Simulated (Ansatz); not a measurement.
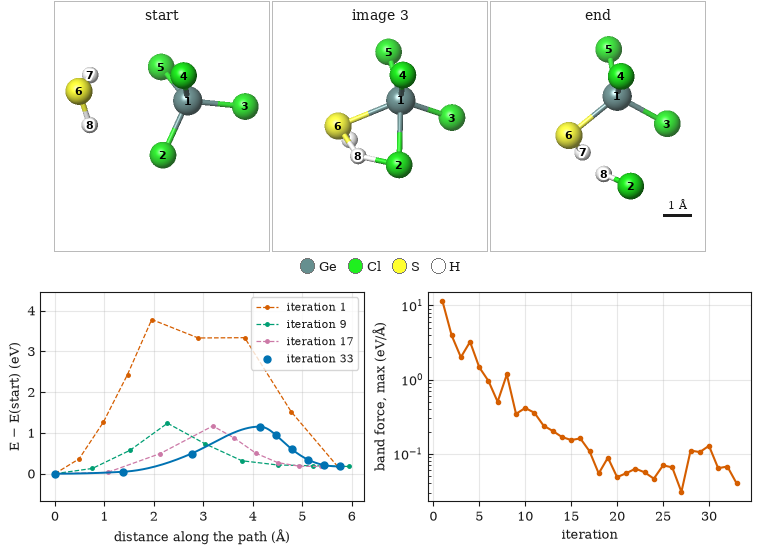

A nudged-elastic-band calculation for GeH$_{2}$SCl$_{4}$, made up at the start of GeCl4 and H$_{2}$S. Images are numbered from 0 (start) to 8 (end). The plot follows the band through its iterations. Style: ball-and-stick. Shown at a tilt.

Computed with RKS BLYP-D4/def2-SVP in Ansatz. Set-up: 7 movable images; climbing image; force threshold 0.05 eV/Å; iteration limit 60; starting path through a guess of the saddle point.

### Did the band converge, and can the barrier be trusted?

The result is final at these settings. The band converged in 33 iterations. The largest component of the band force went from 11 to 0.04 eV/Å. The climbing image converged on the top of the path. Its vibrational analysis gives one imaginary mode (400i cm⁻¹), as a transition state must have. The first iteration put the highest image at 3.78 eV. The energy climbs by 1.15 eV to image 3 and then falls by 0.98 eV, so the end point sits at +0.18 eV.

Limits of the set-up: the start holds two separate molecules, 2.9 Å apart at their closest, whose relative position is a soft coordinate.
